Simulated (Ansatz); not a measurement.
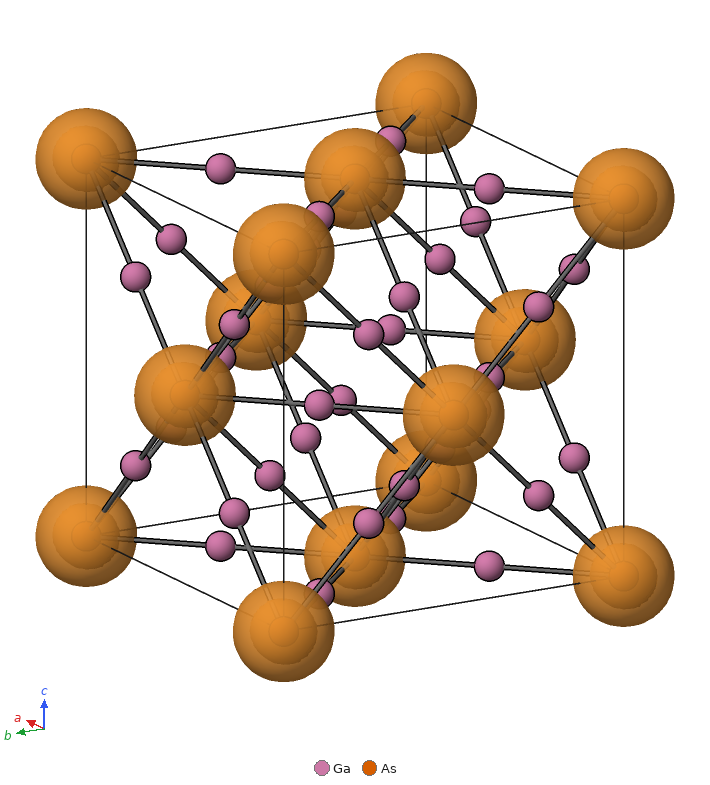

*Ga6As. Isosurface of the electron localisation function at 0.6 (orange), seen at an oblique angle. Only the valence region is drawn (cores and ρ < 0.01 e/Å³ removed). Sticks mark near contacts.*

Space group Fm-3m; a structure generated by program, which may or may not match a known phase; computed without spin polarisation.

The calculation used Ansatz, DFT PBE, scalar-relativistic, plane waves, PAW.

In a PAW calculation such maps are meaningful between the atoms, not at the nuclei.

**Where are the electrons localised?**

The surface consists of four regions wrapped around As (the valence shell of each), counted in one cell of 28 atoms. Regions shared between cells count once.

Values along the shortest contacts:
Ga–As (2.94 Å): the ELF is about 0.35 at the midpoint.

**How much charge does the calculation move between the atoms?**

Electrons move from Ga towards As. Bader charges: Ga +0.10 and As −0.58 e.
